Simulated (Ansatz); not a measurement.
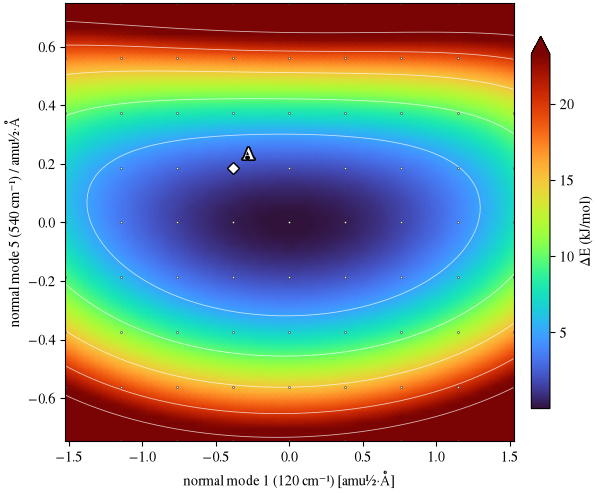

BClGeH₃, SMILES [BH2][GeH+][Cl], charge +1. 
- Coordinates scanned: (1) normal mode 1 (120 cm⁻¹); (2) normal mode 5 (540 cm⁻¹).
- Nothing is relaxed (straight displacements along the two mass-weighted modes).
- Grid: 9 × 9 points.
- Energies: kJ/mol, counted from the relaxed molecule at the same level.
- All numbers below come from RKS PBE0-D4/def2-TZVP in Ansatz 0.2.0.

Drawn: a smooth colour map with a few white contour lines, dots at the grid points, one colour for all values above the top of the scale, the point A. Between grid points the surface is interpolated.

Q: Is A at rest? If not, where is it pushed?

A: A, at normal mode 1 (120 cm⁻¹) = −0.38 amu½·Å, normal mode 5 (540 cm⁻¹) = 0.187 amu½·Å, is not a stationary point. The computed force is 1.3 kJ/mol for each amu½·Å towards larger values of normal mode 1 (120 cm⁻¹) and 20 kJ/mol for each amu½·Å towards smaller values of normal mode 5 (540 cm⁻¹).
